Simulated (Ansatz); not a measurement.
Ga2O3 (beta-Ga2O3 type, space group C2/m)

```
Ga2O3
1.0
    6.22762    -1.54173     0.00000
    6.22762     1.54173     0.00000
   -1.39233     0.00000     5.71032
Ga O
4 6
Cartesian
  0.01334   0.00000   4.53800
 11.04958   0.00000   1.17231
  7.76436   0.00000   1.79396
  3.29855   0.00000   3.91636
  1.88423   0.00000   0.62349
  9.17868   0.00000   5.08683
  1.37777   0.00000   3.22268
  9.68515   0.00000   2.48764
  5.82074   0.00000   1.46590
  5.24218   0.00000   4.24441
```

A phonon eigenvector at Γ is frozen into this cell: atom i moves by Q times the vector below, so Q is the largest atomic displacement, in Å. The cell is held.

| atom | x | y | z |
|---|---|---|---|
| Ga1 | 0.085 | 0.000 | 0.023 |
| Ga2 | -0.085 | 0.000 | -0.023 |
| Ga3 | 0.033 | 0.000 | 0.062 |
| Ga4 | -0.033 | 0.000 | -0.062 |
| O5 | -0.083 | 0.000 | -0.997 |
| O6 | 0.083 | 0.000 | 0.997 |
| O7 | -0.770 | 0.000 | 0.584 |
| O8 | 0.770 | 0.000 | -0.584 |
| O9 | -0.382 | 0.000 | -0.103 |
| O10 | 0.382 | 0.000 | 0.103 |

Level of theory: PBE (plane waves to 420 eV, PAW, scalar-relativistic; Ansatz, a first-principles code). k mesh 11×11×6 (Γ-centred), Fermi-Dirac smearing 0.05 eV. Energies are smeared free energies. Ga2O3 was relaxed with its symmetry unable to fall. The zero of ΔE is the undisplaced structure.

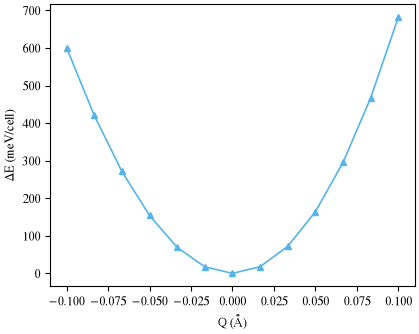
*ΔE (meV/cell) against Q (Å); markers are the computed points, lines only join them.*

Question: Is the energy the same for displacements of ±0.100 Å, and if not, which side lies higher?

Answer: Not even: the positive side lies higher at ±0.100 Å.

Question: What is the energy change at Q = 0.100 Å?

Answer: About 680 meV/cell.

Question: What harmonic wavenumber does the curvature at Q = 0 give?

Answer: About 710 cm⁻¹.

(For displaced atoms, the force is minus the slope of the energy, and its curvature is a force constant, which sets phonon frequencies.)
